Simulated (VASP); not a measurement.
Band structure of SiGe (relaxed from the CsCl structure, space group Pm-3m). These are r2SCAN meta-GGA, VASP's PBE PAW potentials (set 64) (plane waves; VASP 6.6.1) values and carry that method's errors.

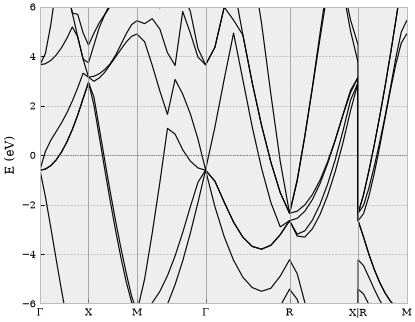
Figure: Bands along high-symmetry lines, zero at the valence-band maximum or, without a gap, the Fermi level

Question: Read the plot: is there a gap, and where are the band edges?

Answer: It has no gap at this level: it comes out as a metal or semimetal.

The structure was generated: SiGe was put into the CsCl type (Pm-3m), which need not be its known phase. It was relaxed first, which changed the volume by +26 %. VASP warned that the highest band is occupied, so more bands are needed.
